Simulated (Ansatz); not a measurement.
SiNH₅OCl₂: several calculations on one system

## 1. Relaxation

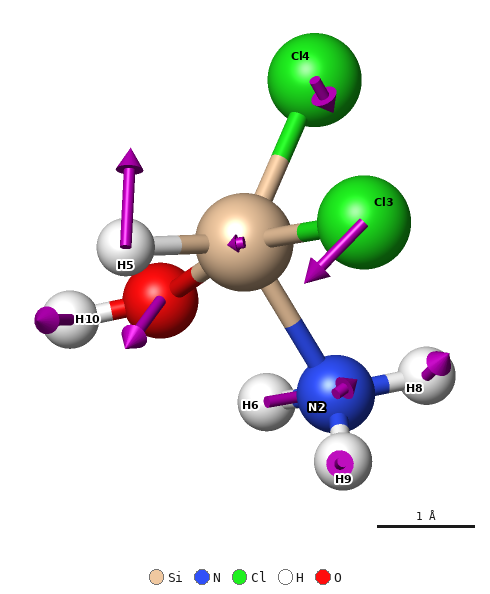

A relaxation of SiNH5OCl2 (started from a transition state, displaced along its imaginary mode). The starting structure is drawn; purple arrows show the displacements, at their true length. The two geometries are superimposed by the best rigid fit.

A ball-and-stick model, seen at a tilt.

Level of theory: RKS PBE0-D4/def2-TZVP in Ansatz.

The input:
```yaml
crystal:
  periodic: [false, false, false]
  atoms:
    - {symbol: Si, position_ang: [-0.677288, -0.325252, -0.134728]}
    - {symbol: N, position_ang: [1.182687, 0.056321, -0.092595]}
    - {symbol: Cl, position_ang: [-0.365939, -1.888555, -1.644353]}
    - {symbol: Cl, position_ang: [-1.227933, -1.601958, 1.375349]}
    - {symbol: H, position_ang: [-1.606475, 0.382962, -1.024263]}
    - {symbol: H, position_ang: [0.904363, 0.829544, 0.441214]}
    - {symbol: O, position_ang: [-0.523420, 1.099635, 0.955037]}
    - {symbol: H, position_ang: [1.730411, -0.654930, 0.384013]}
    - {symbol: H, position_ang: [1.590679, 0.205021, -1.012610]}
    - {symbol: H, position_ang: [-1.007084, 1.897212, 0.752836]}
basis:
  gaussian: {orbitals: def2-TZVP}
hamiltonian: {xc: pbe0, dispersion: d4}
relax: {f_tol: 0.005, max_steps: 200}
```

Command:
```bash
ansatz run in.yaml --threads 8 --pin off --events-out ev --progress --plain --max-ram 19148MiB
```

Q: What did the optimiser do to the structure, and how much energy did it gain?

A: Over 14 geometry steps the energy falls by 27.2 kcal/mol. Largest force component: 3.2 eV/Å at the start, 0.0026 eV/Å at the end. The atom that moves furthest after the best rigid fit is H5 (1.10 Å). Largest moves by element: H 1.10 Å, O 0.94 Å, Cl 0.89 Å, N 0.33 Å, Si 0.19 Å. Among the contacts that change: Si1–N2 1.899 → 2.040 Å, Si1–O7 1.800 → 1.663 Å, Si1–Cl3 2.195 → 2.108 Å, Si1–Cl4 2.053 → 2.108 Å. Bond angles that change, for instance: N2–Si1–H5 122.4° → 179.6°, Cl3–Si1–O7 165.4° → 120.4°, Cl4–Si1–H5 125.2° → 95.1°.

## 2. Relaxation

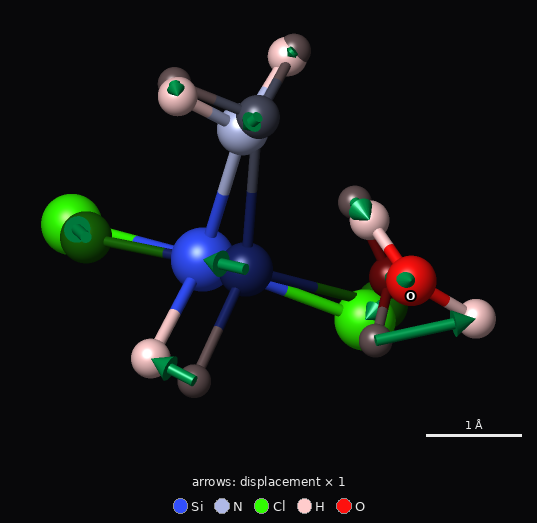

This is a relaxation of SiNH5OCl2 (started from a transition state, displaced along its imaginary mode). The starting structure is drawn faded, the final one solid; green arrows show the displacements, at their true length. The two geometries are superimposed by the best rigid fit.

The picture is a ball-and-stick view, seen from a free direction.

These are results of Ansatz 0.2.0, RKS PBE0-D4/def2-TZVP, not measurements.

The input:
```yaml
crystal:
  periodic: [false, false, false]
  atoms:
    - {symbol: Si, position_ang: [-0.541033, -0.484258, -0.254393]}
    - {symbol: N, position_ang: [1.180003, -0.015338, -0.159913]}
    - {symbol: Cl, position_ang: [-0.405729, -1.971813, -1.718719]}
    - {symbol: Cl, position_ang: [-1.215720, -1.570856, 1.354074]}
    - {symbol: H, position_ang: [-1.538207, 0.371283, -0.960448]}
    - {symbol: H, position_ang: [0.437469, 1.121893, 0.679001]}
    - {symbol: O, position_ang: [-0.373309, 1.173433, 1.031103]}
    - {symbol: H, position_ang: [1.735887, -0.693630, 0.347020]}
    - {symbol: H, position_ang: [1.611960, 0.131673, -1.059833]}
    - {symbol: H, position_ang: [-0.891322, 1.937614, 0.742008]}
basis:
  gaussian: {orbitals: def2-TZVP}
hamiltonian: {xc: pbe0, dispersion: d4}
relax: {f_tol: 0.005, max_steps: 200}
```

Run as
```bash
ansatz run in.yaml --threads 8 --pin off --events-out ev --progress --plain --max-ram 19148MiB
```

Q: What did the optimiser do to the structure, and how much energy did it gain?

A: H10 moves most after the best rigid fit: 1.10 Å. By element the largest moves are H 1.10 Å, O 1.04 Å, Cl 0.64 Å, Si 0.57 Å, N 0.28 Å. Some distances before and after: Si1–O7 2.104 → 3.567 Å, Si1–H6 2.100 → 2.863 Å, H6–O7 0.885 → 0.968 Å, Si1–N2 1.786 → 1.708 Å. Bond angles that change, for instance: N2–Si1–Cl3 99.3° → 114.3°, N2–Si1–H5 121.2° → 109.6°, Cl3–Si1–H5 96.9° → 107.8°. The energy falls by 1.022 eV in 43 accepted moves (52 points after the start). The largest force component goes from 7.2 to 0.0037 eV/Å. The line search rejected the trial steps at points 7, 13, 20, 24, 28, 32, 35, 38 and more of the run. The run took 2.4 min on 8 threads of Oxide Virtual Turin-like, on a shared host.

## 3. Reaction

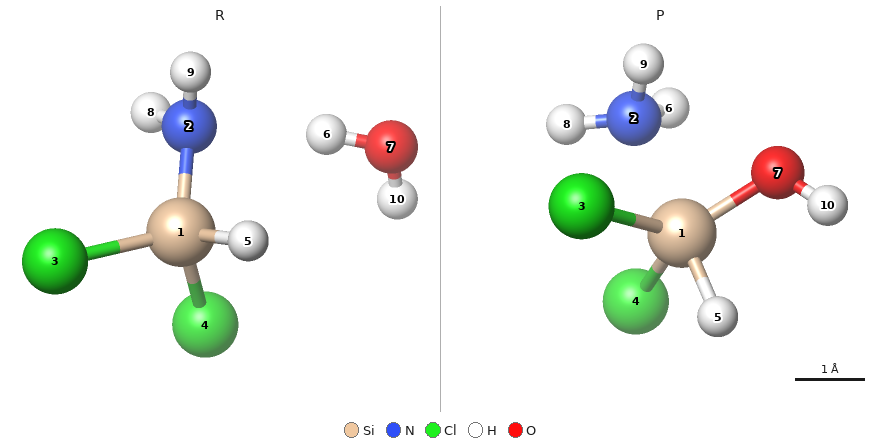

Reactant (R) and product (P) of one elementary step of SiNH5OCl2. A ball-and-stick model, seen at a tilt.

Stationary points at PBE0-D4/def2-TZVP, single-point energies with CCSD(T)/CBS, BHLYP-D4, r2SCAN-D4, CCSD(T), CAM-B3LYP-D4, PBE-D4 (def2-TZVPP where no basis is named; Ansatz 0.2.0). The energies are electronic, without zero-point or thermal terms, and both ends are the minima reached downhill from the saddle, with any fragments still in contact. CCSD(T)/CBS stands for a frozen-core estimate: MP2 correlation extrapolated from def2-TZVPP and def2-QZVPP, CCSD(T) minus MP2 from the smaller set.

R:
```xyz
10

Si   -0.4953   -0.9034   -0.6430
N     1.0201   -0.1959   -0.2940
Cl   -0.3896   -2.6137   -1.7664
Cl   -1.3379   -1.4054    1.1472
H    -1.3327    0.0604   -1.3702
H     0.3056    1.4487    0.7792
O    -0.2172    2.2000    1.0927
H     1.6726   -0.7109    0.2800
H     1.5049    0.2662   -1.0512
H    -0.7306    1.8541    1.8257
```

P:
```xyz
10

Si   -0.7651   -0.1615   -0.1291
N     1.2528   -0.1527    0.1669
Cl   -0.3081   -1.0773   -1.9717
Cl   -0.8214   -1.4503    1.5377
H    -2.2398   -0.1574   -0.3444
H     1.4555    0.2486    1.0768
O    -0.5357    1.4720    0.0782
H     1.6296   -1.0929    0.1255
H     1.6937    0.4157   -0.5490
H    -1.3617    1.9559    0.0090
```

> Predict the saddle point between them and the barrier.

Counted by bonded pieces, R holds H₂O + SiH₃NCl₂ and P holds NH₃ + SiH₂Cl₂O. From R over the saddle to P, bonds form: Si1–O7 (3.57 → 1.95 → 1.66 Å), N2–H6 (2.09 → 1.28 → 1.01 Å). Bonds break: Si1–N2 (1.71 → 1.84 → 2.04 Å), H6–O7 (0.97 → 1.21 → 2.54 Å). The saddle has one imaginary mode, 1170i cm⁻¹. With CCSD(T)/CBS the barrier is 1.01 eV from R and 1.50 eV from P, and P lies 0.48 eV below R.

```
       level  barrier from R (eV)  barrier from P (eV)  P less R (eV)
 CCSD(T)/CBS                 1.01                 1.50          −0.48
    BHLYP-D4                 1.13                 1.57          −0.44
   r2SCAN-D4                 0.83                 1.38          −0.55
     CCSD(T)                 1.02                 1.50          −0.48
CAM-B3LYP-D4                 0.98                 1.43          −0.45
      PBE-D4                 0.76                 1.23          −0.48
```

Against CCSD(T)/CBS, CCSD(T) comes closest on the barrier from R (+0.01 eV) and PBE-D4 misses most (−0.26 eV).

Saddle geometry:

```xyz
10

Si   -0.6092   -0.4048   -0.1946
N     1.1813    0.0205   -0.1263
Cl   -0.3858   -1.9302   -1.6815
Cl   -1.2218   -1.5864    1.3647
H    -1.5723    0.3771   -0.9924
H     0.6709    0.9757    0.5601
O    -0.4484    1.1365    0.9931
H     1.7331   -0.6743    0.3655
H     1.6013    0.1683   -1.0362
H    -0.9492    1.9174    0.7474
```

The saddle point in the same view, with dashed sticks for the bonds that form or break:

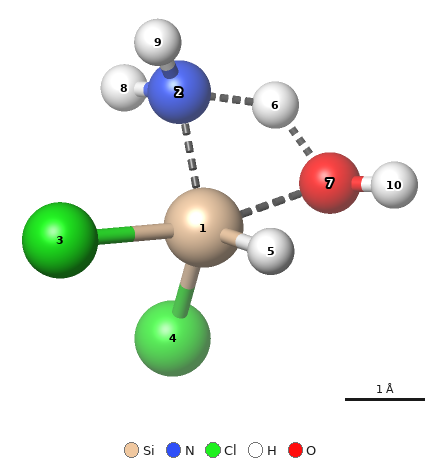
